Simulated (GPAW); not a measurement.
# Near-edge structure at the Al K edge of Al2O3 (Corundum, R-3c)

Aim: the dependence of the Al K near-edge features of Al2O3 (Corundum, R-3c) on volume.

Method: X-ray absorption from dipole matrix elements to empty bands, plane-wave PAW revPBE, in GPAW 26.7.0.

**1. The structure**

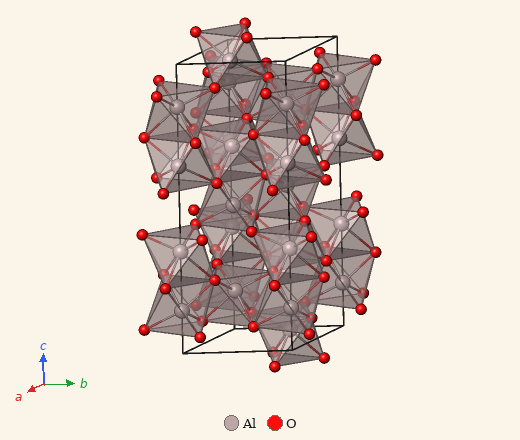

The cell as given, slightly off an axis (aluminium light grey, oxygen red). This picture shows the conventional cell, with its axes. Some periodic images of atoms are drawn too.

Structure file:

```
Al O
1.0
     2.38025    1.37424    4.33187
    -2.38025    1.37424    4.33187
     0.00000   -2.74848    4.33187
Al O
4 6
Direct
  0.85216 0.85216 0.85216
  0.64784 0.64784 0.64784
  0.14784 0.14784 0.14784
  0.35216 0.35216 0.35216
  0.05668 0.75000 0.44332
  0.75000 0.44332 0.05668
  0.44332 0.05668 0.75000
  0.94332 0.25000 0.55668
  0.25000 0.55668 0.94332
  0.55668 0.94332 0.25000
```

**2. The field without a hole**

A plain self-consistent run shows whether there is a gap, which decides the set-up of the core-hole run.

scf.py

```python
import numpy as np
from ase import Atoms
from ase.parallel import parprint, paropen
from gpaw import GPAW, PW, FermiDirac, Mixer, MixerDif, setup_paths
from gpaw.test import gen
setup_paths.insert(0, '.')
gen('Al', name='nch1s', xcname='revPBE', corehole=(1, 0, 0), write_xml=True)
from gpaw.mpi import world
world.barrier()

atoms = Atoms('Al4O6',
    cell=[[2.38025, 1.37423798, 4.33186667],
     [-2.38025, 1.37423798, 4.33186667],
     [0, -2.74847596, 4.33186667]],
    scaled_positions=[[0.85216, 0.85216, 0.85216],
     [0.64784, 0.64784, 0.64784],
     [0.14784, 0.14784, 0.14784],
     [0.35216, 0.35216, 0.35216],
     [0.05668, 0.75, 0.44332],
     [0.75, 0.44332, 0.05668],
     [0.44332, 0.05668, 0.75],
     [0.94332, 0.25, 0.55668],
     [0.25, 0.55668, 0.94332],
     [0.55668, 0.94332, 0.25]],
    pbc=True)
atoms.calc = calc = GPAW(legacy_gpaw=True, mode=PW(500, force_complex_dtype=True), xc='revPBE', setups={0: 'nch1s'},
    kpts={'size': (6, 6, 6), 'gamma': True}, occupations=FermiDirac(0.05),
    charge=0, mixer=Mixer(0.1, 5, 50), maxiter=150,
    convergence={'density': 0.0001, 'eigenstates': 1e-6}, txt='scf.txt')
energy = atoms.get_potential_energy() + calc.get_reference_energy()
ef = calc.get_fermi_level()
out = dict(energy=energy, fermi=ef, forces=atoms.get_forces().tolist())
parprint(f'all-electron energy {energy:.4f} eV, Fermi level {ef:.4f} eV')
ev = np.array([[calc.get_eigenvalues(k, s) for k in range(len(calc.get_ibz_k_points()))] for s in range(calc.get_number_of_spins())])
out['homo'], out['lumo'], out['counts'] = ev[ev < ef].max(), ev[ev > ef].min(), sorted(set((ev < ef).sum((0, 2)).tolist()))
out['filled'] = (ev[:, 0] < ef).sum(1).tolist()
import json
with paropen('out.json', 'w') as f:
    json.dump(out, f)
```

On the command line:

```sh
> OMP_NUM_THREADS=1 mpirun -n 4 gpaw python scf.py
```

Numbers of over 12 decimals in the logs are rounded to 6 here.

The log of the run:

```text
Input parameters:
  convergence: {density: 0.0001,
                eigenstates: 1e-06}
  kpts: {gamma: True,
         size: (6, 6, 6)}
  maxiter: 150
  mixer: {backend: pulay,
          beta: 0.1,
          method: separate,
          nmaxold: 5,
          weight: 50}
  mode: {ecut: 500.0,
         force_complex_dtype: True,
         name: pw}
  occupations: {fixmagmom: False,
                name: fermi-dirac,
                width: 0.05}
  setups: {0: nch1s}
  xc: revPBE

Initialize ...

[... PAW data sets ...]

Reference energy: -38677.800849  # eV

Spin-paired calculation

[... convergence settings ...]
Symmetries present (total): 1
  [... symmetry matrices ...]

216 k-points: 6 x 6 x 6 Monkhorst-Pack grid + [1/12,1/12,1/12]
112 k-points in the irreducible part of the Brillouin zone
       k-points in crystal coordinates                weights
   0:     0.00000000    0.00000000    0.00000000          1/216
   1:     0.00000000    0.00000000    0.16666667          2/216
   2:     0.00000000    0.00000000    0.33333333          2/216
   3:     0.00000000    0.00000000    0.50000000          1/216
   4:     0.00000000    0.16666667   -0.33333333          2/216
   5:     0.00000000    0.16666667   -0.16666667          2/216
   6:     0.00000000    0.16666667    0.00000000          2/216
   7:     0.00000000    0.16666667    0.16666667          2/216
   8:     0.00000000    0.16666667    0.33333333          2/216
   9:     0.00000000    0.16666667    0.50000000          2/216
          ...
 111:     0.50000000    0.50000000    0.50000000          1/216

Wave functions: Plane wave expansion
  Cutoff energy: 500.000 eV
  Number of coefficients (min, max): 2140, 2175
  Pulay-stress correction: 0.000000 eV/Ang^3 (de/decut=0.000000)
  Using FFTW library
  Wavefunction extrapolation:
    Improved wavefunction reuse through dual PAW basis

Occupation numbers: Fermi-Dirac:
  width: 0.0500  # eV

Eigensolver
   Davidson(niter=2)

Densities:
  Coarse grid: 27*27*27 grid
  Fine grid: 54*54*54 grid
  Total Charge: 0.000000

Density mixing:
  Method: separate
  Backend: pulay
  Linear mixing parameter: 0.1
  old densities: 5
  Width of damping distribution: 1.1
  Damping of long wavelength oscillations: 50

[... Hamiltonian set-up ...]
Number of atoms: 10
Number of atomic orbitals: 40
Number of bands in calculation: 33
Number of valence electrons: 48
Bands to converge: occupied

... initialized

Initializing position-dependent things.

Density initialized from atomic densities
Creating initial wave functions:
  33 bands from LCAO basis set

            Al

           OAl
                O
         O     O
        O
            AO

            Al

Atomic positions and initial magnetic moments

Positions:
   0 Al     0.000000    0.000000   11.074331    ( 0.0000,  0.0000,  0.0000)
   1 Al    -0.000000   -0.000000    8.419070    ( 0.0000,  0.0000,  0.0000)
   2 Al    -0.000000   -0.000000    1.921270    ( 0.0000,  0.0000,  0.0000)
   3 Al    -0.000000   -0.000000    4.576530    ( 0.0000,  0.0000,  0.0000)
   4 O     -1.650275   -0.109884    5.414833    ( 0.0000,  0.0000,  0.0000)
   5 O      0.729975    1.484122    5.414833    ( 0.0000,  0.0000,  0.0000)
   6 O      0.920300   -1.374238    5.414833    ( 0.0000,  0.0000,  0.0000)
   7 O      1.650275    0.109884    7.580767    ( 0.0000,  0.0000,  0.0000)
   8 O     -0.729975   -1.484122    7.580767    ( 0.0000,  0.0000,  0.0000)
   9 O     -0.920300    1.374238    7.580767    ( 0.0000,  0.0000,  0.0000)

Unit cell:
           periodic     x           y           z      points  spacing
  1. axis:    yes    2.380250    1.374238    4.331867    27     0.1455
  2. axis:    yes   -2.380250    1.374238    4.331867    27     0.1455
  3. axis:    yes    0.000000   -2.748476    4.331867    27     0.1455

  Lengths:   5.130223   5.130223   5.130223
  Angles:   55.286671  55.286671  55.286671

Effective grid spacing dv^(1/3) = 0.1629

iter:   1   -75.644300
iter:   2   -72.647752   -1.48  -0.76
iter:   3   -69.326633   -1.03  -0.86
iter:   4   -69.853573   -1.55  -1.22
iter:   5   -69.613258   -1.83  -1.54
iter:   6   -69.610755   -4.15  -2.51
iter:   7   -69.610432c  -4.02  -2.68
iter:   8   -69.613275c  -3.79  -2.94
iter:   9   -69.612454c  -5.72  -2.57
iter:  10   -69.610212c  -4.24  -2.62
iter:  11   -69.610147c  -5.06  -3.31
iter:  12   -69.610139c  -6.73c -3.86
iter:  13   -69.610140c  -7.49c -4.25c

Converged after 13 iterations.

Dipole moment: (0.000000, 0.000000, -0.000000) |e|*Ang

Energy contributions relative to reference atoms: (reference = -38677.800849)

Kinetic:        +75.901760
Potential:      -62.306476
External:        +0.000000
XC:             -83.377909
Entropy (-ST):   -0.000000
Local:           +0.172485
SIC:             +0.000000
--------------------------
Free energy:    -69.610140
Extrapolated:   -69.610140

Showing only first 2 kpts
 Kpt  Band  Eigenvalues  Occupancy
  0    22      6.34131    2.00000
  0    23      6.38716    2.00000
  0    24     12.64402    0.00000
  0    25     15.58751    0.00000

  1    22      6.29786    2.00000
  1    23      6.34233    2.00000
  1    24     13.27743    0.00000
  1    25     16.10064    0.00000

Fermi level: 7.85242

Gap: 6.257 eV
Transition (v -> c):
  (s=0, k=0, n=23, [0.00, 0.00, 0.00]) -> (s=0, k=0, n=24, [0.00, 0.00, 0.00])
No difference between direct/indirect transitions

Forces in eV/Ang:
  0 Al    0.00010   -0.00004   -0.06907
  1 Al    0.00010    0.00004    0.06906
  2 Al   -0.00010    0.00004    0.06907
  3 Al   -0.00010   -0.00004   -0.06906
  4 O    -0.02985   -0.05230   -0.00004
  5 O    -0.03004    0.05219    0.00006
  6 O     0.06051    0.00011    0.00001
  7 O     0.02986    0.05231    0.00004
  8 O     0.03005   -0.05221   -0.00006
  9 O    -0.06052   -0.00011   -0.00001
Scalar-relativistic atomic revPBE calculation for Al (Aluminium, Z=13)
Core hole in 1s state (1s occupation: 2.0)
450 radial gridpoints.
|------------------------------------------------|
|------------------------------------------------|
[... the atom generator's iteration count ...]

Energy contributions:
-------------------------
Kinetic:     +243.178808
XC:           -18.520966
Potential:   -467.415239
-------------------------
Total:       -242.757397

state      eigenvalue         ekin         rmax
-----------------------------------------------
1s^2.0 :   -55.541492    79.688012        0.078
2s^2.0 :    -3.979028    10.797675        0.497
2p^6.0 :    -2.558490     9.906919        0.429
3s^2.0 :    -0.283807     1.067453        2.101
3p^1.0 :    -0.099166     0.631015        2.643
-----------------------------------------------
(units: Bohr and Hartree)

Generating PAW setup
Kinetic energy of the core from tauc = 240.861642
Cutoffs:
rc(s)=2.050
rc(p)=2.050
rc(d)=2.050
rc(vbar)=1.845
rc(comp)=2.050
rc(nct)=2.050

Kinetic energy of the core states: 240.412886
Charge: 0.0
Core electrons: 10.0
Valence electrons: 3.0
Pseudo-core charge: 0.377945
Shape function alpha=2.380
Pseudo-electron charge 3.467292
state    eigenvalue         norm
--------------------------------
3s(2) :    -0.283807     1.045296
*s    :     0.716193
3p(1) :    -0.099166     0.998755
*p    :     0.900834
*d    :     0.000000
--------------------------------

Diagonalizing with gridspacing h=0.050

state   all-electron     PAW
-------------------------------
3s:      -0.283807    -0.283887
3p:      -0.099166    -0.099220
*d:                    0.024080
*f:                    0.060314
-------------------------------
all-electron energy -38747.4110 eV, Fermi level 7.8524 eV
```

Run time: 46 s. Hardware: 4 MPI ranks of Intel Xeon Platinum 8375C at 2.90GHz (Ice Lake), shared host; peak memory 0.27 GiB.

The mesh shows a gap of 6.26 eV, so the hole is first treated in a charged cell, without the excited electron.

**3. Cell without a hole, the energy reference**

The photon energy needs a difference of total energies, so the cell and mesh of the coming hole run are first run without a hole.

This run holds the same structure in another cell (a 5.130 → 4.760 Å, b 5.130 → 4.760 Å, α 55.3 → 117.6°, β 55.3 → 90.0°, γ 55.3 → 60.0°).

scf.py: that of step 2 with these lines changed.

```diff
@@ -11,18 +11,18 @@
 atoms = Atoms('Al4O6',
-    cell=[[2.38025, 1.37423798, 4.33186667],
-     [-2.38025, 1.37423798, 4.33186667],
-     [0, -2.74847596, 4.33186667]],
-    scaled_positions=[[0.85216, 0.85216, 0.85216],
-     [0.64784, 0.64784, 0.64784],
-     [0.14784, 0.14784, 0.14784],
-     [0.35216, 0.35216, 0.35216],
-     [0.05668, 0.75, 0.44332],
-     [0.75, 0.44332, 0.05668],
-     [0.44332, 0.05668, 0.75],
-     [0.94332, 0.25, 0.55668],
-     [0.25, 0.55668, 0.94332],
-     [0.55668, 0.94332, 0.25]],
+    cell=[[-2.38025, 4.12271393, 0],
+     [2.38025, 4.12271393, 0],
+     [-2.38025, -1.37423798, -4.33186667]],
+    scaled_positions=[[0.85216, 0.29568, 0.44352],
+     [0.64784, 0.70432, 0.05648],
+     [0.14784, 0.70432, 0.55648],
+     [0.35216, 0.29568, 0.94352],
+     [0.75, 0.80668, 0.75],
+     [0.44332, 0.5, 0.75],
+     [0.05668, 0.19332, 0.75],
+     [0.25, 0.19332, 0.25],
+     [0.55668, 0.5, 0.25],
+     [0.94332, 0.80668, 0.25]],
     pbc=True)
 atoms.calc = calc = GPAW(legacy_gpaw=True, mode=PW(500, force_complex_dtype=True), xc='revPBE', setups={0: 'nch1s'},
-    kpts={'size': (6, 6, 6), 'gamma': True}, occupations=FermiDirac(0.05),
+    kpts={'size': (5, 5, 5), 'gamma': True}, occupations=FermiDirac(0.02),
     charge=0, mixer=Mixer(0.1, 5, 50), maxiter=150,
```

The log of the run:

```text
Input parameters:
  convergence: {density: 0.0001,
                eigenstates: 1e-06}
  kpts: {gamma: True,
         size: (5, 5, 5)}
  maxiter: 150
  mixer: {backend: pulay,
          beta: 0.1,
          method: separate,
          nmaxold: 5,
          weight: 50}
  mode: {ecut: 500.0,
         force_complex_dtype: True,
         name: pw}
  occupations: {fixmagmom: False,
                name: fermi-dirac,
[...]
--------------------------------
3s(2) :    -0.283807     1.045296
*s    :     0.716193
3p(1) :    -0.099166     0.998755
*p    :     0.900834
*d    :     0.000000
--------------------------------

Diagonalizing with gridspacing h=0.050

state   all-electron     PAW
-------------------------------
3s:      -0.283807    -0.283887
3p:      -0.099166    -0.099220
*d:                    0.024080
*f:                    0.060314
-------------------------------
all-electron energy -38747.4135 eV, Fermi level 7.6526 eV
[key lines of the parts left out:]
Converged after 13 iterations.
Dipole moment: (-0.000000, -0.000000, 0.000000) |e|*Ang
Free energy:    -69.612632
Fermi level: 7.65264
```

Run time: 23 s. Hardware: 4 MPI ranks; peak memory 0.24 GiB; 90 s of CPU time.

Reference energy: -38747.414 eV with the cores included.

(Continued in part 2 of 4.)

[Banner, clock and machine lines of the logs are left out without a mark of their own.]

[Logs are printed without paths, hosts, clocks, repeated set-up lines and the standing remarks that a program may print on its own settings, such as how far it seeks lower states.]

[Hosts, paths, dates, database ids (printed as entryN), source tags and the programs' standing remarks are cut or masked in the printed files.]

[Lists of maxima count a maximum above −3 eV only where it reaches 4 % of the highest in the window and stands out from its surroundings by 2 % of it (1.5 % where it reaches 55 %); shoulders and weaker maxima are passed over, and of the rest the first, up to two pre-edge ones and the few strongest are named.]
